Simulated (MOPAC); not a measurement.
# Run report: CH4AlN, geometry relaxation (part 1 of 3)

CH4AlN, computed with PM6, closed shell (MOPAC 23.2.5).

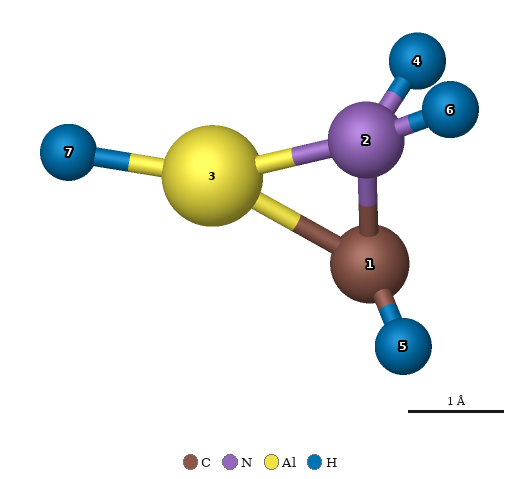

Figure 1. The starting structure (ball-and-stick view, seen at a tilt; atoms are numbered from 1 in the order of the input). Sticks mark near contacts. Bond lengths as drawn: Al–C 1.93 Å, Al–H 1.54 Å, Al–N 1.74 Å, C–H 1.09 Å, C–N 1.57 Å and H–N 1.01 to 1.06 Å.

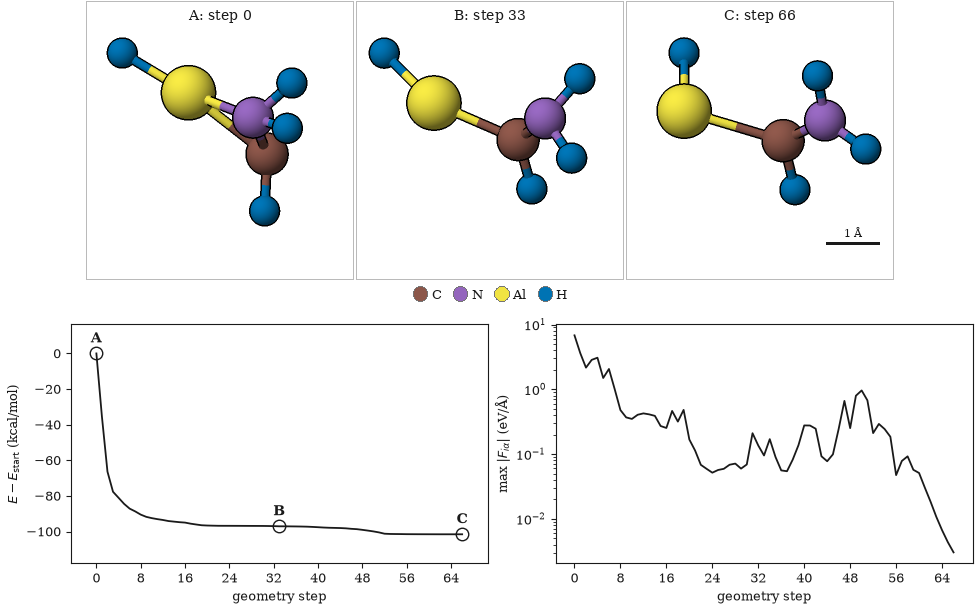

Figure 2. Frames of the relaxation (ball-and-stick view, seen at a tilt) above the curves, on which the letters mark them (steps are counted from 0).

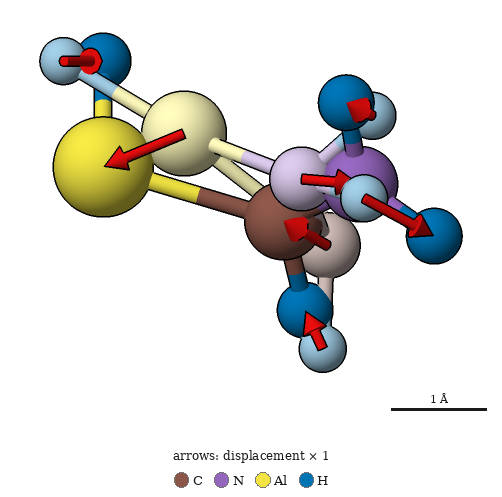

Figure 3. Start (faint) and end (solid) with the displacements as red arrows, at true length (ball-and-stick view, seen at a tilt). The two geometries are laid on each other by the best rigid fit. The atom that moves furthest after the best rigid fit is Al3 (0.92 Å). Largest moves by element: Al 0.92 Å, H 0.89 Å, C 0.74 Å, N 0.63 Å. Distances before and after: N2–Al3 1.743 → 2.947 Å, C1–N2 1.570 → 1.329 Å, Al3–H7 1.537 → 1.597 Å, C1–Al3 1.929 → 1.989 Å. Bonds break: N2–Al3 (1.74 → 2.95 Å). Among the angles that change: N2–C1–Al3 58.7° → 124.1°, H4–N2–H6 55.1° → 114.2°, C1–Al3–H7 156.1° → 105.3°. After 66 geometry steps the energy has fallen by 101.5 kcal/mol. The largest force component goes from 6.8 to 0.003 eV/Å. (Atoms are counted from 1 in the order of the input.)

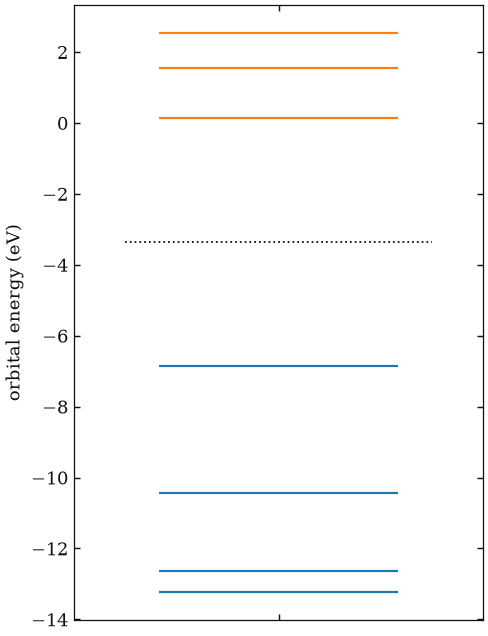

Figure 4. Orbital energies near the frontier; the dotted line parts filled from empty levels, and levels within 0.02 eV of each other stand side by side. Highest filled −6.86 eV, lowest empty 0.13 eV, 6.99 eV apart.

These pictures come from the run below.

## Input file (calc.mop)
```
GNORM=0.2 SINGLET CYCLES=200 PM6 AUX(PRECISION=9) THREADS=1
CH4AlN, PM6

C     -0.517890 +1    -0.020150 +1    -0.640660 +1
N     -0.188350 +1     0.490850 +1     0.806340 +1
Al     1.124820 +1    -0.508400 +1     0.244280 +1
H     -0.846785 +1     0.188858 +1     1.575460 +1
H     -0.615380 +1     0.791140 +1    -1.363180 +1
H     -0.881950 +1     1.084740 +1     1.239310 +1
H      2.491530 +1    -1.195350 +1     0.389660 +1
```

Launch command:
```bash
mopac calc.mop
```

## The program's output
```
MOPAC v23.2.5
PM6 CALCULATION RESULTS

 *  PM6        - The PM6 Hamiltonian to be used
 *  SINGLET    - SPIN STATE DEFINED AS A SINGLET
 *  THREADS=1  - MULTI-THREADING NOT USED
 *  CYCLES=    - DO A MAXIMUM OF 200 STEPS
 *  GNORM      - EXIT WHEN GRADIENT NORM DROPS BELOW 0.200
 *  AUX        - OUTPUT AUXILIARY INFORMATION
GNORM=0.2 SINGLET CYCLES=200 PM6 AUX(PRECISION=9) THREADS=1
 CH4AlN, PM6

   ATOM   CHEMICAL          X               Y               Z
  NUMBER   SYMBOL      (ANGSTROMS)     (ANGSTROMS)     (ANGSTROMS)

     1       C         -0.51789000  *  -0.02015000  *  -0.64066000  *
     2       N         -0.18835000  *   0.49085000  *   0.80634000  *
     3      Al          1.12482000  *  -0.50840000  *   0.24428000  *
     4       H         -0.84678500  *   0.18885800  *   1.57546000  *
     5       H         -0.61538000  *   0.79114000  *  -1.36318000  *
     6       H         -0.88195000  *   1.08474000  *   1.23931000  *
     7       H          2.49153000  *  -1.19535000  *   0.38966000  *

          CARTESIAN COORDINATES

    NO.       ATOM           X           Y           Z

     1         C         -0.5179     -0.0202     -0.6407
     2         N         -0.1883      0.4909      0.8063
     3        Al          1.1248     -0.5084      0.2443
     4         H         -0.8468      0.1889      1.5755
     5         H         -0.6154      0.7911     -1.3632
     6         H         -0.8820      1.0847      1.2393
     7         H          2.4915     -1.1953      0.3897

           Empirical Formula: C H4 N Al  =     7 atoms

      MOLECULAR POINT GROUP   :   C1

 SINGLET STATE CALCULATION

      RHF CALCULATION, NO. OF DOUBLY OCCUPIED LEVELS = 8

          Geometry optimization using EF

          DIAGONAL MATRIX USED AS START HESSIAN

 CYCLE:     1 TIME:   0.004 TIME LEFT:  2.00D  GRAD.:   260.674 HEAT:  196.3806
 CYCLE:     2 TIME:   0.004 TIME LEFT:  2.00D  GRAD.:   162.990 HEAT:  160.8962
 CYCLE:     3 TIME:   0.000 TIME LEFT:  2.00D  GRAD.:   103.267 HEAT:  130.0065
 CYCLE:     4 TIME:   0.004 TIME LEFT:  2.00D  GRAD.:   113.523 HEAT:  118.7152
 CYCLE:     5 TIME:   0.004 TIME LEFT:  2.00D  GRAD.:   110.262 HEAT:  115.3373
 CYCLE:     6 TIME:   0.000 TIME LEFT:  2.00D  GRAD.:    68.569 HEAT:  111.9264
 CYCLE:     7 TIME:   0.004 TIME LEFT:  2.00D  GRAD.:    60.158 HEAT:  109.2596
 CYCLE:     8 TIME:   0.000 TIME LEFT:  2.00D  GRAD.:    44.410 HEAT:  107.7014
 CYCLE:     9 TIME:   0.004 TIME LEFT:  2.00D  GRAD.:    25.346 HEAT:  105.8952
 CYCLE:    10 TIME:   0.004 TIME LEFT:  2.00D  GRAD.:    16.769 HEAT:  104.6338
 CYCLE:    11 TIME:   0.000 TIME LEFT:  2.00D  GRAD.:    17.882 HEAT:  103.9115
 CYCLE:    12 TIME:   0.004 TIME LEFT:  2.00D  GRAD.:    15.745 HEAT:  103.3527
 CYCLE:    13 TIME:   0.000 TIME LEFT:  2.00D  GRAD.:    14.741 HEAT:  102.8801
 CYCLE:    14 TIME:   0.004 TIME LEFT:  2.00D  GRAD.:    17.727 HEAT:  102.2824
 CYCLE:    15 TIME:   0.000 TIME LEFT:  2.00D  GRAD.:    18.635 HEAT:  101.9541
 CYCLE:    16 TIME:   0.004 TIME LEFT:  2.00D  GRAD.:    15.558 HEAT:  101.6365
 CYCLE:    17 TIME:   0.000 TIME LEFT:  2.00D  GRAD.:    14.450 HEAT:  101.4104
 CYCLE:    18 TIME:   0.004 TIME LEFT:  2.00D  GRAD.:    22.960 HEAT:  100.8063
 CYCLE:    19 TIME:   0.000 TIME LEFT:  2.00D  GRAD.:    14.728 HEAT:  100.3437
 CYCLE:    20 TIME:   0.004 TIME LEFT:  2.00D  GRAD.:    18.657 HEAT:  99.91521
 CYCLE:    21 TIME:   0.000 TIME LEFT:  2.00D  GRAD.:     7.541 HEAT:  99.76599
 CYCLE:    22 TIME:   0.004 TIME LEFT:  2.00D  GRAD.:     5.399 HEAT:  99.68874
 CYCLE:    23 TIME:   0.000 TIME LEFT:  2.00D  GRAD.:     3.818 HEAT:  99.61722
 CYCLE:    24 TIME:   0.004 TIME LEFT:  2.00D  GRAD.:     2.228 HEAT:  99.60747
 CYCLE:    25 TIME:   0.004 TIME LEFT:  2.00D  GRAD.:     1.997 HEAT:  99.60163
 CYCLE:    26 TIME:   0.000 TIME LEFT:  2.00D  GRAD.:     2.501 HEAT:  99.58987
 CYCLE:    27 TIME:   0.004 TIME LEFT:  2.00D  GRAD.:     2.874 HEAT:  99.57834
 CYCLE:    28 TIME:   0.004 TIME LEFT:  2.00D  GRAD.:     3.296 HEAT:  99.56023
 CYCLE:    29 TIME:   0.000 TIME LEFT:  2.00D  GRAD.:     2.604 HEAT:  99.55099
 CYCLE:    30 TIME:   0.004 TIME LEFT:  2.00D  GRAD.:     2.932 HEAT:  99.53913
 CYCLE:    31 TIME:   0.000 TIME LEFT:  2.00D  GRAD.:     3.512 HEAT:  99.52955
 CYCLE:    32 TIME:   0.004 TIME LEFT:  2.00D  GRAD.:     9.359 HEAT:  99.48885
 CYCLE:    33 TIME:   0.004 TIME LEFT:  2.00D  GRAD.:     6.618 HEAT:  99.42696
 CYCLE:    34 TIME:   0.000 TIME LEFT:  2.00D  GRAD.:     5.488 HEAT:  99.32466
 CYCLE:    35 TIME:   0.008 TIME LEFT:  2.00D  GRAD.:     8.066 HEAT:  99.31703
 CYCLE:    36 TIME:   0.000 TIME LEFT:  2.00D  GRAD.:     4.851 HEAT:  99.28167
 CYCLE:    37 TIME:   0.004 TIME LEFT:  2.00D  GRAD.:     3.201 HEAT:  99.24625
 CYCLE:    38 TIME:   0.000 TIME LEFT:  2.00D  GRAD.:     2.641 HEAT:  99.19722
 CYCLE:    39 TIME:   0.004 TIME LEFT:  2.00D  GRAD.:     3.279 HEAT:  99.12145
 CYCLE:    40 TIME:   0.004 TIME LEFT:  2.00D  GRAD.:     6.500 HEAT:  98.98660
 CYCLE:    41 TIME:   0.004 TIME LEFT:  2.00D  GRAD.:    16.880 HEAT:  98.81799
 CYCLE:    42 TIME:   0.004 TIME LEFT:  2.00D  GRAD.:    17.170 HEAT:  98.63827
 CYCLE:    43 TIME:   0.008 TIME LEFT:  2.00D  GRAD.:    11.824 HEAT:  98.50767
 CYCLE:    44 TIME:   0.000 TIME LEFT:  2.00D  GRAD.:     4.519 HEAT:  98.43103
 CYCLE:    45 TIME:   0.004 TIME LEFT:  2.00D  GRAD.:     3.542 HEAT:  98.34809
 CYCLE:    46 TIME:   0.000 TIME LEFT:  2.00D  GRAD.:     4.932 HEAT:  98.19301
 CYCLE:    47 TIME:   0.004 TIME LEFT:  2.00D  GRAD.:    13.143 HEAT:  97.91358
 CYCLE:    48 TIME:   0.000 TIME LEFT:  2.00D  GRAD.:    35.659 HEAT:  97.72257
 CYCLE:    49 TIME:   0.004 TIME LEFT:  2.00D  GRAD.:    13.949 HEAT:  97.33898
 CYCLE:    50 TIME:   0.004 TIME LEFT:  2.00D  GRAD.:    31.072 HEAT:  96.91873
 CYCLE:    51 TIME:   0.000 TIME LEFT:  2.00D  GRAD.:    45.366 HEAT:  96.45544
 CYCLE:    52 TIME:   0.004 TIME LEFT:  2.00D  GRAD.:    31.173 HEAT:  95.89576
 CYCLE:    53 TIME:   0.004 TIME LEFT:  2.00D  GRAD.:     8.145 HEAT:  95.16492
 CYCLE:    54 TIME:   0.000 TIME LEFT:  2.00D  GRAD.:    11.490 HEAT:  95.03043
 CYCLE:    55 TIME:   0.004 TIME LEFT:  2.00D  GRAD.:    10.599 HEAT:  94.98687
 CYCLE:    56 TIME:   0.004 TIME LEFT:  2.00D  GRAD.:     7.612 HEAT:  94.95895
 CYCLE:    57 TIME:   0.004 TIME LEFT:  2.00D  GRAD.:     2.200 HEAT:  94.90906
 CYCLE:    58 TIME:   0.000 TIME LEFT:  2.00D  GRAD.:     3.514 HEAT:  94.89402
 CYCLE:    59 TIME:   0.004 TIME LEFT:  2.00D  GRAD.:     3.464 HEAT:  94.87936
 CYCLE:    60 TIME:   0.000 TIME LEFT:  2.00D  GRAD.:     2.638 HEAT:  94.87048
 CYCLE:    61 TIME:   0.004 TIME LEFT:  2.00D  GRAD.:     2.090 HEAT:  94.86091
 CYCLE:    62 TIME:   0.000 TIME LEFT:  2.00D  GRAD.:     1.743 HEAT:  94.85214
 CYCLE:    63 TIME:   0.004 TIME LEFT:  2.00D  GRAD.:     0.851 HEAT:  94.84668
 CYCLE:    64 TIME:   0.000 TIME LEFT:  2.00D  GRAD.:     0.412 HEAT:  94.84623
 CYCLE:    65 TIME:   0.004 TIME LEFT:  2.00D  GRAD.:     0.316 HEAT:  94.84604
 CYCLE:    66 TIME:   0.000 TIME LEFT:  2.00D  GRAD.:     0.217 HEAT:  94.84597
 CYCLE:    67 TIME:   0.004 TIME LEFT:  2.00D  GRAD.:     0.131 HEAT:  94.84592

     GRADIENT =  0.13090 IS LESS THAN CUTOFF =  0.20000

 -------------------------------------------------------------------------------
 GNORM=0.2 SINGLET CYCLES=200 PM6 AUX(PRECISION=9) THREADS=1
 CH4AlN, PM6

     GEOMETRY OPTIMISED USING EIGENVECTOR FOLLOWING (EF).
     SCF FIELD WAS ACHIEVED

                              PM6 CALCULATION

          FINAL HEAT OF FORMATION =         94.84592 KCAL/MOL =     396.83532 KJ/MOL

          COSMO AREA              =        105.97 SQUARE ANGSTROMS
          COSMO VOLUME            =         92.28 CUBIC ANGSTROMS

          GRADIENT NORM           =          0.13090          =       0.04947 PER ATOM
          IONIZATION POTENTIAL    =          6.862762 EV
          HOMO LUMO ENERGIES (EV) =         -6.863  0.131
          NO. OF FILLED LEVELS    =          8
          MOLECULAR WEIGHT        =         57.0308         POINT GROUP:  C1

          MOLECULAR DIMENSIONS (Angstroms)

            Atom       Atom       Distance
            H     7    H     6     4.73925
            H     5    H     4     2.94610
            H     7   Al     3     1.15784

          SCF CALCULATIONS        =         82

          WALL-CLOCK TIME         =      0.176 SECONDS
          COMPUTATION TIME        =      0.097 SECONDS

   ATOM   CHEMICAL          X               Y               Z
  NUMBER   SYMBOL      (ANGSTROMS)     (ANGSTROMS)     (ANGSTROMS)

     1       C         -0.20619502  *   0.11385829  *  -0.15326171  *
     2       N         -0.87538209  *   0.62750442  *   0.87430241  *
     3      Al          1.67578083  *  -0.52169914  *  -0.05166412  *
     4       H         -0.64261281  *   0.41480617  *   1.83115351  *
     5       H         -0.52506564  *   0.38102050  *  -1.17029469  *
     6       H         -1.63137058  *   1.28520158  *   0.76894287  *
     7       H          1.58096546  *  -2.11486621  *   0.00676487  *

                             CARTESIAN COORDINATES

   1    C       -0.206195018     0.113858287    -0.153261714
   2    N       -0.875382094     0.627504421     0.874302408
   3   Al        1.675780825    -0.521699137    -0.051664117
   4    H       -0.642612814     0.414806169     1.831153514
   5    H       -0.525065640     0.381020504    -1.170294689
   6    H       -1.631370581     1.285201576     0.768942868
   7    H        1.580965458    -2.114866213     0.006764870

           Empirical Formula: C H4 N Al  =     7 atoms

      MOLECULAR POINT GROUP   :   C1

                  EIGENVALUES
 -32.91922 -22.77087 -19.11582 -16.37599 -13.22479 -12.62954 -10.42260  -6.86276
   0.13089   1.54292   2.52610   4.55679   5.12611   5.80240   6.18158   6.76960
 121.59477 121.74520 121.81001 122.79701 123.21205

              NET ATOMIC CHARGES AND DIPOLE CONTRIBUTIONS

  ATOM NO.   TYPE          CHARGE      No. of ELECS.   s-Pop       p-Pop       d-Pop
    1          C          -0.138168        4.1382     1.27053     2.86764
    2          N          -0.296822        5.2968     1.41156     3.88526
    3         Al          -0.051463        3.0515     1.57499     1.45657     0.01990
    4          H           0.250928        0.7491     0.74907
    5          H           0.124056        0.8759     0.87594
    6          H           0.223906        0.7761     0.77609
    7          H          -0.112436        1.1124     1.11244
 DIPOLE           X         Y         Z       TOTAL
 POINT-CHG.    -2.725     2.410     1.201     3.831
 HYBRID        -1.748     0.010     0.191     1.758
 SUM           -4.473     2.420     1.392     5.273

          ATOMIC ORBITAL ELECTRON POPULATIONS

     Atom    s        px        py        pz      x^2-y^2     xz        z^2       yz        xy
    1  C   1.27053   0.95850   0.95558   0.95356
    2  N   1.41156   1.32597   1.40529   1.15400
    3 Al   1.57499   0.52888   0.91518   0.01251   0.01006   0.00232   0.00374   0.00031   0.00348
    4  H   0.74907
    5  H   0.87594
    6  H   0.77609
    7  H   1.11244

 *                    *
 * JOB ENDED NORMALLY *
 *                    *

 TOTAL JOB TIME:             0.18 SECONDS

 == MOPAC DONE ==
```

## Trajectory as extended XYZ (Å, eV, eV/Å), 67 frames, from step=0 to step=66
```
7
Properties=species:S:1:pos:R:3:forces:R:3 step=0 energy=8.51587
C    -0.5179   -0.0202   -0.6407    1.6185   0.5554   1.2933
N    -0.1883    0.4909    0.8063   -2.8119   1.4486  -0.2348
Al    1.1248   -0.5084    0.2443    2.2053  -1.8032  -3.5759
H    -0.8468    0.1889    1.5755   -0.9047  -5.9858   2.6097
H    -0.6154    0.7911   -1.3632   -0.0597  -0.8372   0.2436
H    -0.8820    1.0847    1.2393   -0.3309   6.8019  -1.0186
H     2.4915   -1.1953    0.3897    0.2834  -0.1797   0.6827
7
Properties=species:S:1:pos:R:3:forces:R:3 step=1 energy=6.97712
C    -0.4931   -0.0137   -0.6088    1.3047   0.7601   1.1455
N    -0.2381    0.5179    0.8074   -3.6263   0.1702   2.5201
Al    1.1485   -0.5318    0.2084    0.2155  -0.2301  -3.0113
H    -0.8640    0.0807    1.6355    0.5216  -2.1307  -0.6120
H    -0.6138    0.7745   -1.3581   -0.0363  -1.0253   0.2365
H    -0.8917    1.2069    1.2130    0.9020   2.8594  -1.0511
H     2.4945   -1.1948    0.4227    0.7188  -0.4036   0.7724
7
Properties=species:S:1:pos:R:3:forces:R:3 step=2 energy=5.63762
C    -0.4372   -0.0170   -0.5647    0.1920   1.5830   1.4634
N    -0.3342    0.5582    0.9072   -0.8559  -1.4441  -0.3889
Al    1.1707   -0.5561    0.1221    0.5958   0.2947  -1.6624
H    -0.8590    0.0077    1.5766   -0.3848  -1.3756   0.2284
H    -0.6062    0.7153   -1.3663    0.0053  -1.0351   0.5677
H    -0.8725    1.3438    1.1261    0.3743   2.1596  -0.7537
H     2.5128   -1.2127    0.4987    0.0733  -0.1825   0.5455
7
Properties=species:S:1:pos:R:3:forces:R:3 step=3 energy=5.14798
C    -0.4096    0.0292   -0.4657   -0.9022   0.8458  -1.6495
N    -0.3892    0.5284    0.8914   -0.8325   1.6494   1.6930
Al    1.1858   -0.5625    0.0690    2.8461  -0.7882  -0.7297
H    -0.8623   -0.0338    1.5517   -1.0835  -0.7899   0.5834
H    -0.6010    0.6470   -1.3393   -0.3242  -0.7741   0.3773
H    -0.8508    1.4558    1.0498    0.8904  -0.2743  -0.4454
H     2.5209   -1.2303    0.5647   -0.5941   0.1312   0.1709
7
Properties=species:S:1:pos:R:3:forces:R:3 step=4 energy=5.00150
C    -0.4219    0.0608   -0.4840    1.7886  -1.0956   3.0713
N    -0.4348    0.5461    0.9391    0.2910   0.4948  -1.2782
Al    1.2298   -0.5852    0.0397   -0.5865   0.7497  -1.2687
H    -0.8852   -0.0679    1.5753   -1.0916  -0.1390   0.2330
H    -0.6070    0.5837   -1.3086   -0.7428   0.6692  -1.3253
H    -0.8293    1.4972    0.9963    0.3191  -0.4582   0.2252
H     2.5133   -1.2318    0.6009    0.0222  -0.2209   0.3426
7
Properties=species:S:1:pos:R:3:forces:R:3 step=5 energy=4.85359
C    -0.4023    0.0687   -0.4151    0.8171  -0.0945  -0.5327
N    -0.4761    0.5754    0.9418    0.5261  -1.4944  -0.0772
Al    1.2554   -0.5980   -0.0077    0.1027   0.4572  -0.7756
H    -0.9268   -0.1014    1.5893   -0.5218   0.8646  -0.3937
H    -0.6188    0.5733   -1.3726   -0.1543  -0.5768   1.1443
H    -0.8113    1.4827    0.9816   -0.5789   1.0147   0.5063
H     2.5027   -1.2436    0.6631   -0.1909  -0.1708   0.1286
```
